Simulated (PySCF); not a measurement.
# C₃H₉NSSi: electronic excitations

What electronic excitations should C₃H₉NSSi (`C/C(CS)=N\[SiH3]`) show?

Computed with PySCF 2.14.0, with density-fitted response routines of our own, on a single molecule in the gas phase. Atoms are numbered from 0 throughout.

### Step 1. Starting geometry

15 atoms, charge 0, multiplicity 1; geometry from: GFN2-xTB.

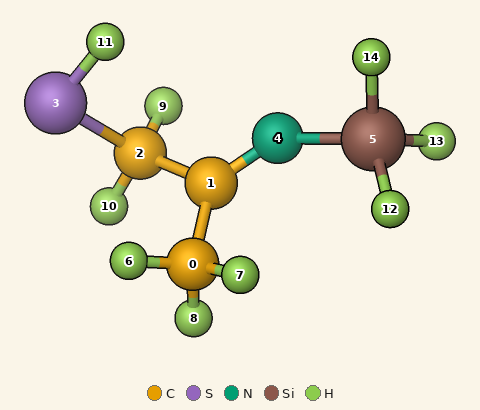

As it starts; carbon amber, sulfur purple, nitrogen teal, silicon brown, hydrogen green, atoms numbered.

### Step 2. Ultraviolet spectrum: CAM-B3LYP/def2-SVPD

Job settings and geometry (Å):

```
{"job": {"kind": "uv", "xc": "CAM-B3LYP", "basis": "def2-SVPD", "nstates": 8, "ntriplets": 3}, "charge": 0, "multiplicity": 1}
C     -0.067805    -0.607891     1.449538
C     -0.256579    -0.327865    -0.010180
C     -1.621364    -0.656623    -0.549211
S     -2.802532     0.650659    -0.042446
N      0.583409     0.168201    -0.796154
Si     2.194774     0.746294    -0.742599
H     -0.911662    -0.214226     2.013805
H      0.856026    -0.165772     1.809999
H     -0.031476    -1.686018     1.605182
H     -1.616435    -0.709105    -1.636928
H     -2.018008    -1.576453    -0.121633
H     -2.162361     1.648487    -0.646460
H      2.915253     0.710977     0.538544
H      2.880711    -0.105002    -1.710261
H      2.053636     2.132326    -1.183106
```

Level: TDDFT CAM-B3LYP/def2-SVPD, vertical, gas phase, core orbitals frozen in the response.

Run with:

```
OMP_NUM_THREADS=1 python probes_run.py task.json out
```

One launch serves the whole session: the jobs run in the order shown.

Output:

```text
coarse grid: 13152 points
cycle   1  E = -861.5862693021  dE =  5.875e-01  |g| = 4.901e-01  |ddm| = 5.471e+00
cycle   2  E = -861.5540076753  dE =  3.226e-02  |g| = 6.653e-01  |ddm| = 1.988e+00
cycle   3  E = -861.6472024554  dE = -9.319e-02  |g| = 6.998e-02  |ddm| = 1.263e+00
cycle   4  E = -861.6484067386  dE = -1.204e-03  |g| = 2.762e-02  |ddm| = 1.643e-01
cycle   5  E = -861.6486183504  dE = -2.116e-04  |g| = 4.880e-03  |ddm| = 6.615e-02
cycle   6  E = -861.6486257630  dE = -7.413e-06  |g| = 1.375e-03  |ddm| = 1.348e-02
final grid: 116640 points
cycle   7  E = -861.7519565246  dE = -2.324e-05  |g| = 2.766e-03  |ddm| = 6.010e-02
cycle   8  E = -861.7519570498  dE = -5.251e-07  |g| = 2.457e-03  |ddm| = 1.064e-02
cycle   9  E = -861.7519586035  dE = -1.554e-06  |g| = 2.300e-04  |ddm| = 4.132e-03
cycle  10  E = -861.7519586149  dE = -1.138e-08  |g| = 1.606e-04  |ddm| = 6.528e-04
cycle  11  E = -861.7519586210  dE = -6.110e-09  |g| = 3.939e-05  |ddm| = 3.222e-04
cycle  12  E = -861.7519586214  dE = -3.743e-10  |g| = 1.360e-05  |ddm| = 8.400e-05
converged SCF energy = -861.7519586214

Static polarisability (au): isotropic 93.429, principal 77.858 85.961 116.469

Singlet excitations
state   eV       nm        f      main configurations
  1   4.2607    291.0   0.00427   H->L 0.76, H-1->L 0.15
  2   5.3477    231.8   0.00833   H-1->L 0.59, H->L 0.13
  3   5.9443    208.6   0.00728   H->L+1 0.63, H-1->L 0.14
  4   6.2709    197.7   0.06496   H-1->L+1 0.49, H->L+4 0.19, H->L+1 0.14
  5   6.5913    188.1   0.01142   H->L+2 0.62, H-1->L+2 0.23
  6   7.1434    173.6   0.37282   H-2->L 0.53, H->L+4 0.21
  7   7.2004    172.2   0.01805   H->L+3 0.27, H->L+4 0.22, H->L+5 0.12
  8   7.2497    171.0   0.00870   H-1->L+2 0.33, H->L+2 0.20, H->L+3 0.20

Triplet excitations (Tamm-Dancoff, eV): 3.7526 4.8479 5.0591
```

Run time: 28 s. Hardware: 1 thread of Intel Xeon 6975P-C, shared host; peak memory 0.93 GiB.

Frontier orbitals and where they lie:

```
orbital      eV                        atoms
 HOMO−3  -11.04  Si5 27 %, S3 18 %, H13 16 %
 HOMO−2   -9.83    N4 30 %, C1 16 %, S3 13 %
 HOMO−1   -8.69     S3 50 %, N4 21 %, C2 8 %
   HOMO   -8.12     N4 35 %, S3 27 %, C1 8 %
   LUMO    0.32    C1 28 %, N4 24 %, S3 19 %
 LUMO+1    0.87   S3 25 %, Si5 19 %, C0 10 %
 LUMO+2    1.32    S3 60 %, H11 7 %, H10 7 %
```

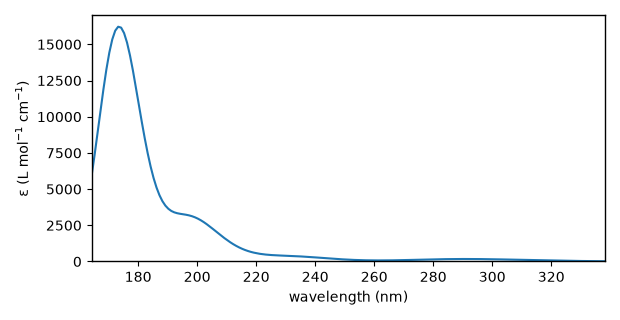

Absorption spectrum: each of the 8 states is a Gaussian band of 0.4 eV half-width at 1/e. Beyond the last state computed it falls off for lack of states.

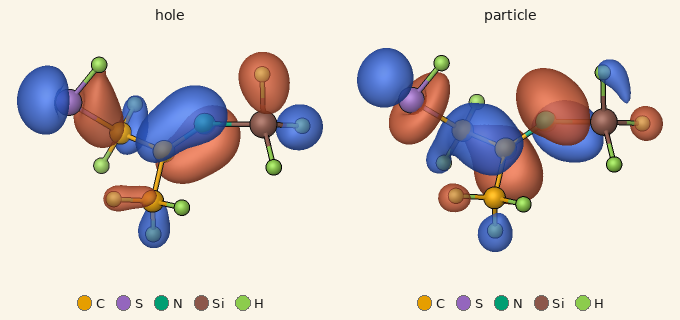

Leading natural transition orbitals of singlet state 6: the electron leaves the hole (left) for the particle orbital (right).

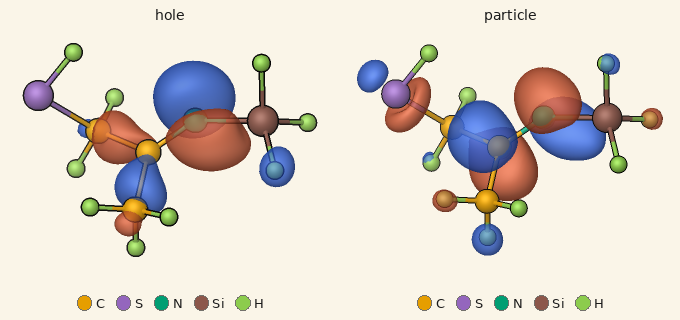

Leading natural transition orbitals of singlet state 1: the electron leaves the hole (left) for the particle orbital (right).

Further results of this job:

```
           property  computed
  dipole moment (D)      1.53
polarisability (Å³)     13.84
 HOMO–LUMO gap (eV)      8.44
      −ε(HOMO) (eV)      8.12
```

Orbitals, density, ELF and potential are computed afterwards from the orbital file.

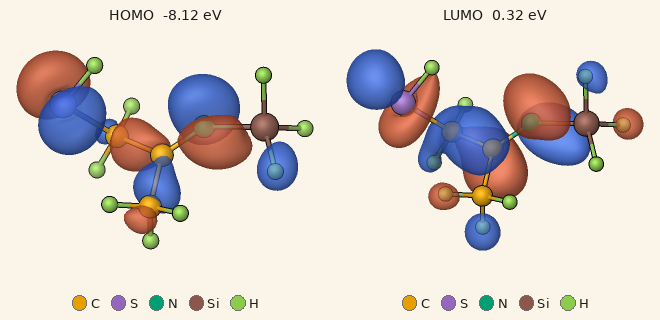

CAM-B3LYP/def2-SVPD orbitals near the gap, drawn at the value that encloses 70 % of each; the two colours are the two signs.

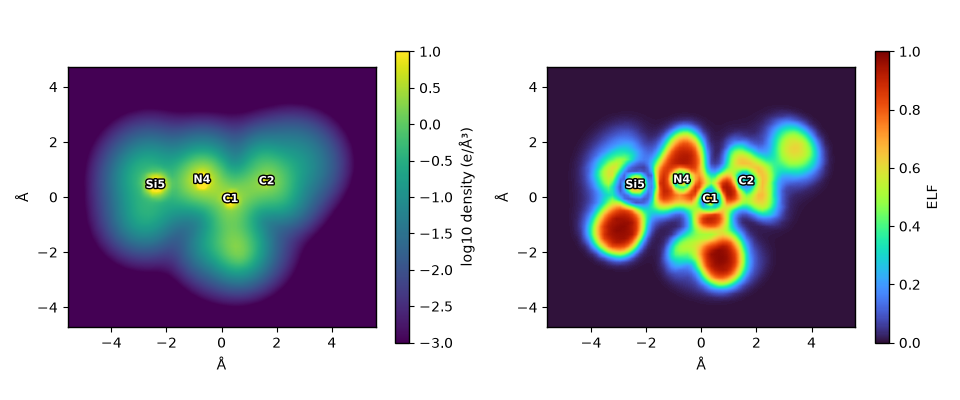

Density (left) and ELF (right) in a plane through or near 4 of the atoms.

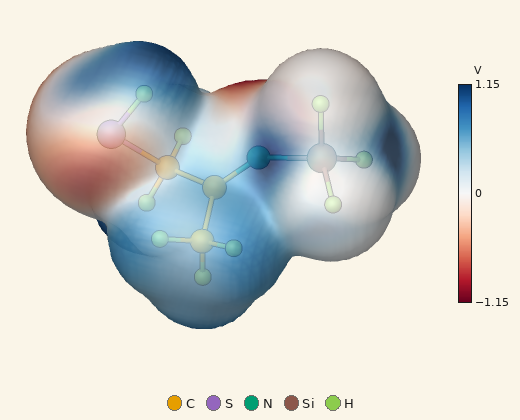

The potential that a unit positive charge feels on the 0.002 e/bohr³ surface, from -1.12 V near N4 to 1.15 V near H10.

### Step 3. Summary of results

```
                                quantity                        value
    lowest singlet (CAM-B3LYP/def2-SVPD)  4.26 eV (291 nm), f = 0.004
brightest single state of those computed  state 6, 7.14 eV, f = 0.373
                          lowest triplet                      3.75 eV
   surface potential, least and greatest           -1.12 V and 1.15 V
```

In words: The lowest singlet, at 4.26 eV, is HOMO→LUMO 0.76, HOMO−1→LUMO 0.15 and is weak; of the 8 states computed, the strongest absorption comes from state 6 at 7.14 eV. The lowest triplet lies 0.51 eV below the lowest singlet (triplets in Tamm-Dancoff, singlets in full TDDFT).
